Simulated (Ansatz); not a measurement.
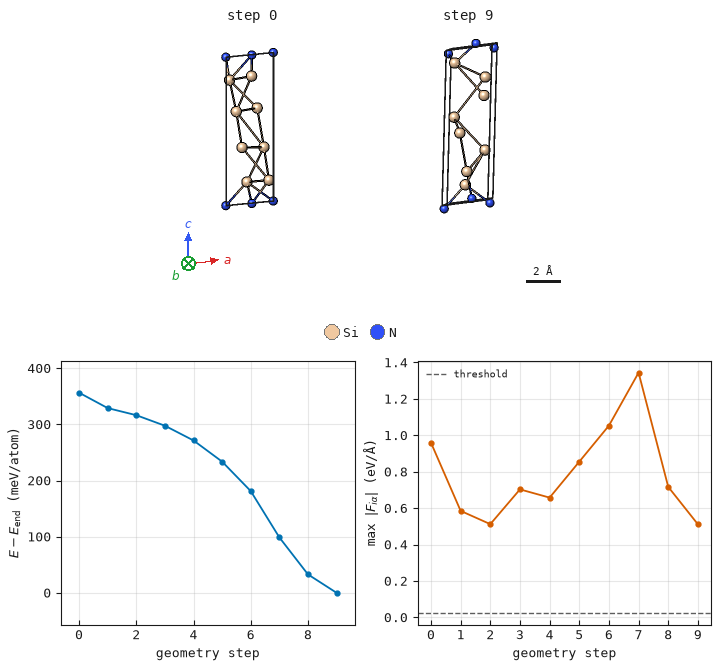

First and last geometry of a relaxation of crystalline Si₄N (a generated structure, set up in P1) (coarse preliminary run), with the history of the run. Style: ball-and-stick. Shown: the cell of the calculation, reduced to other axes, along the b axis. Lengths and directions refer to the drawn axes.

All numbers below come from Ansatz 0.2.0, DFT PBE, scalar-relativistic, plane waves, PAW.

The input:
```yaml
crystal:
  lattice:
    - [1.47025944, 2.4160612445, -0.0883310745]
    - [-4.2358915683, 2.3150903314, -0.0327395164]
    - [-0.1162871688, -1.8633249051, 8.83039125]
  atoms:
    - { symbol: Si, position: [0.6061512042, 0.2028678659, 0.1441592025] }
    - { symbol: Si, position: [0.0841701448, 0.6940032224, 0.156726681] }
    - { symbol: Si, position: [0.1581672212, 0.4084614215, 0.3732380864] }
    - { symbol: Si, position: [0.706717783, 0.9036434326, 0.3628266898] }
    - { symbol: Si, position: [0.2820979771, 0.0900875056, 0.6189572226] }
    - { symbol: Si, position: [0.8321903626, 0.5826726217, 0.6307883892] }
    - { symbol: Si, position: [0.952224724, 0.3068907998, 0.8566286004] }
    - { symbol: Si, position: [0.4139595656, 0.8118684356, 0.8545263633] }
    - { symbol: "N", position: [0.0048932111, -0.014608934, 1.38224e-05] }
    - { symbol: "N", position: [0.4594278065, 0.5141136289, 0.0021349425] }
basis:
  ecutwfc: 420
kpoints:
  mp_grid: { grid: [8, 4, 8] }
hamiltonian:
  xc: pbe
scf:
  occupations: { method: gaussian, width: 0.2 }
  lower_state_search: "off"
output:
  forces: true
  stress: true
  eigenvalues: true
relax:
  adjacent_minimum: "off"
  f_tol: 0.025
  max_steps: 60
  cell: { stress_tol: 0.25 }
```

Command:
```bash
ansatz run input.yaml --threads 1 --pin off --max-ram 2560MiB --backend cpu --events-out ev --progress --plain --runs-dir out
```

Question: What do the curves and the structures tell?

Answer: The run was cut off at its time limit before the relaxation converged, so the last structure is only a point on the way. After 9 geometry steps the energy has fallen by 356 meV per atom. The largest force component goes from 0.96 to 0.51 eV/Å. The pressure goes from 6.68 to 0.07 GPa. The largest move relative to the cell is that of Si7, 1.17 Å in a general direction near −a. Largest moves by element: Si 1.17 Å, N 0.39 Å. The drawn cell changes as follows: a 2.830 → 2.757 Å (−2.6 %), b 4.827 → 5.388 Å (+11.6 %), c 8.864 → 9.294 Å (+4.9 %), α 83.6° → 80.7°, β 84.2° → 80.3°, γ 87.3° → 79.9°; the volume changes by +11.0 %. Near-neighbour distances that change, for instance: Si1–Si7 3.038 → 4.887 Å, Si7–Si8 2.933 → 4.352 Å, Si6–Si7 3.808 → 2.559 Å, Si7–N10 2.309 → 3.454 Å. Bond angles that change, for instance: Si5–Si7–N10 110.5° → 178.1°, Si3–Si1–N9 98.3° → 152.7°, Si2–N10–Si7 171.4° → 123.2°. The space group stays P1 (No. 1). The run took 9.7 min on 1 thread of Intel(R) Xeon(R) Processor @ 2.70GHz, with other jobs on the host, peak memory 0.67 GiB.
